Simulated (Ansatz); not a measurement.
# One shape, several levels: CClF2 (chlorodifluoromethyl radical)

Aim: a comparison of 6 runs (UHF/STO-3G, U-r2SCAN/STO-3G, U-revPBE/STO-3G, UBHLYP/STO-3G, RPA@PBE/STO-3G, UCCSD(T)/STO-3G) of CClF2 (chlorodifluoromethyl radical). 

Program for the calculation: Ansatz 0.2.0.

67 further runs of the same task are left out: 6 that didn't finish, 61 set aside as unsound or not needed.

### 1 The structure to begin with

CClF2 has 4 atoms, charge 0, and is taken as a doublet. As SMILES, `F[C](F)Cl`. The Cl4–C2 distance was set to 2.579 Å, away from the relaxed value. At this shape a bond of the SMILES string is far longer than usual.

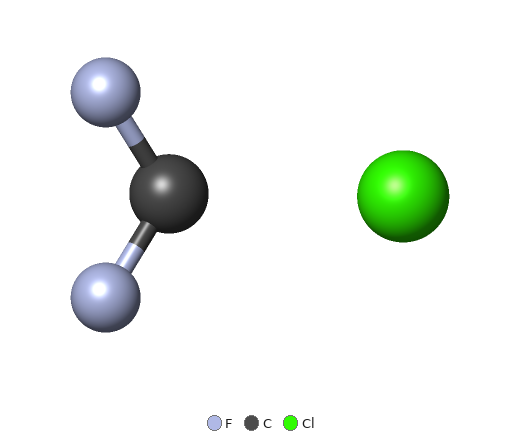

Viewed from a chosen angle; fluorine light blue, carbon dark grey, chlorine green.

### 2 The energy at UHF/STO-3G (run 1)

job.yaml

```yaml
crystal:
  periodic: [false, false, false]
  atoms:
    - {symbol: F, position_ang: [0.067398, -0.486368, 1.849123]}
    - {symbol: C, position_ang: [-0.189402, -0.845868, 0.610923]}
    - {symbol: F, position_ang: [0.614198, -1.816368, 0.235923]}
    - {symbol: Cl, position_ang: [-0.313000, 1.121200, -1.052700]}
basis:
  gaussian:
    orbitals: STO-3G
magnetization:
  spin_polarized: true
  initial_magnetization: 1
accuracy: high
hamiltonian:
  xc: hf
```

Launch:

```
ansatz run job.yaml --threads 1 --pin off --max-ram 2610MiB --events-out events.jsonl --progress --plain --runs-dir runs
```

Log:

```text
Warning: RAYON_NUM_THREADS=1 ignored (pool sized by the plan → 1); use --threads N
Functional definition: HF
  name "HF"
  exchange = exact_x
  correlation = 0
422 factors; integrals over basis functions are off by at most 4.6e-8 eV
mean field evaluation 1: about -18713.1955 eV, gradient 2.1e1 eV
mean field evaluation 2: about -18713.3148 eV, gradient 2.1e1 eV
mean field evaluation 4: about -18718.8925 eV, gradient 3.5e0 eV
mean field evaluation 8: about -18720.0845 eV, gradient 3.6e-1 eV
mean field evaluation 16: about -18720.0832 eV, gradient 4.9e-7 eV
mean field evaluation 32: about -18719.6990 eV, gradient 9.0e-1 eV
mean field evaluation 64: about -18718.4317 eV, gradient 4.7e-1 eV
mean field evaluation 96: about -18717.3437 eV, gradient 2.7e0 eV
mean field -18720.08315776 eV, -687.9503671196 hartree, gradient 1.4e-8 eV, S^2 1.014261; 4 other end points of the search recorded, 0 dependent functions left out
reference -18720.08315776 eV, -687.9503671196 hartree; 21, 20 occupied and 3, 4 virtual orbitals, 422 factors
Total energy: -18720.08315776 eV, -687.9503671196 hartree
```

Wall time 0.36 s (1 thread of Arm Neoverse V2, shared host).

### 3 A single-point energy at U-r2SCAN/STO-3G (run 2)

run.yaml

```yaml
crystal:
  periodic: [false, false, false]
  atoms:
    - {symbol: F, position_ang: [0.067398, -0.486368, 1.849123]}
    - {symbol: C, position_ang: [-0.189402, -0.845868, 0.610923]}
    - {symbol: F, position_ang: [0.614198, -1.816368, 0.235923]}
    - {symbol: Cl, position_ang: [-0.313000, 1.121200, -1.052700]}
basis:
  gaussian: {orbitals: STO-3G}
magnetization: {spin_polarized: true, initial_magnetization: 1}
hamiltonian: {xc: {name: r2SCAN}}
accuracy: high
```

Launch:

```
ansatz run run.yaml --threads 1 --pin off --max-ram 2610MiB --events-out events.jsonl --progress --plain --runs-dir runs
```

Log:

```text
Warning: RAYON_NUM_THREADS=1 ignored (pool sized by the plan → 1); use --threads N
Functional definition: r2SCAN
  name "r2SCAN"
  parameter k0 = 0.174
  parameter k1 = 0.065
  parameter a1 = 4.9479
  exchange = r2scan_x(k0 = k0, k1 = k1, a1 = a1)
  correlation = r2scan_c
422 factors; integrals over basis functions are off by at most 4.6e-8 eV
mean field evaluation 1: about -18756.1355 eV, gradient 1.1e1 eV
mean field evaluation 2: about -18689.4728 eV, gradient 7.5e1 eV
mean field evaluation 4: about -18756.4180 eV, gradient 1.8e1 eV
mean field evaluation 8: about -18760.6098 eV, gradient 1.8e0 eV
mean field evaluation 16: about -18760.6066 eV, gradient 7.1e-3 eV
mean field evaluation 32: about -18760.1235 eV, gradient 1.5e0 eV
mean field -18760.60664834 eV, -689.4395779306 hartree, gradient 3.6e-8 eV, S^2 0.771245; 2 other end points of the search recorded, 0 dependent functions left out
reference -18760.60664867 eV, -689.4395779428 hartree; 21, 20 occupied and 3, 4 virtual orbitals, 422 factors
Total energy: -18760.60664867 eV, -689.4395779428 hartree
```

Run time: 5.7 s. Hardware: 1 thread of Arm Neoverse V2, shared host; peak memory 0.24 GiB.

Runs 3 to 5 aren't shown in full; the table further down has their settings and results.

### 4 A single-point energy at UCCSD(T)/STO-3G (run 6)

run.yaml: that of step 3 with these lines changed.

```diff
@@ -10,3 +10,4 @@
 magnetization: {spin_polarized: true, initial_magnetization: 1}
-hamiltonian: {xc: {name: r2SCAN}}
+correlation: {method: ccsd_t, frozen_orbitals: {C: 1, Cl: 5, F: 1}}
 accuracy: high
+scf: {omitted_lower_state_checks: [cluster_reference, increment]}
```

Launch:

```
ansatz run run.yaml --threads 1 --pin off --max-ram 2610MiB --events-out events.jsonl --progress --plain --runs-dir runs
```

Log:

```text
Warning: RAYON_NUM_THREADS=1 ignored (pool sized by the plan → 1); use --threads N
[... 14 lines left out ...]
8 core orbitals not correlated: weight in the atoms' cores, before any rotation towards them, 1.000 or more for the frozen orbitals, at most 0.000 for the correlated occupied ones
[... 43 lines left out ...]
Total energy: -18723.34537562 eV, -688.0702514148 hartree
Checks for a lower state left out: cluster_reference, increment
```

Run time: 0.76 s. Hardware: 1 thread of Arm Neoverse V2, shared host.

### 5 Overview of the runs

| run | level | frozen core orbitals | energy (Eh) | ⟨S²⟩ | wall time |
| --- | --- | --- | --- | --- | --- |
| 1 | UHF/STO-3G | – | -687.950367 | 1.014 | 0.36 s |
| 2 | U-r2SCAN/STO-3G | – | -689.439578 | 0.771 | 5.7 s |
| 3 | U-revPBE/STO-3G | – | -689.376198 | 0.760 | 2.3 s |
| 4 | UBHLYP/STO-3G | – | -689.441095 | 0.846 | 2.1 s |
| 5 | RPA@PBE/STO-3G | 8 | -688.151251 | 0.759 | 3.6 s |
| 6 | UCCSD(T)/STO-3G | 8 | -688.070251 | 1.014 | 0.76 s |

### 6 What came out

| quantity | value |
| --- | --- |
| run 6: total energy | -688.07025 Eh |
| run 6: correlation energy (8 core orbitals frozen) | -119.9 mEh |
| run 6: (T) correction | -8.89 mEh |
| run 6: ⟨S²⟩ of the reference determinant | 1.014 |
| run 6: T1 diagnostic | 0.033 |

In words: Totals of different functionals can't be ranked against each other. In runs 1, 2, 3, 4, 5, 6 the basis is minimal, so the values are rough. Spin contamination of the reference: run 1 ⟨S²⟩ = 1.01, run 6 ⟨S²⟩ = 1.01. All runs together took 15 s, the longest 5.7 s.
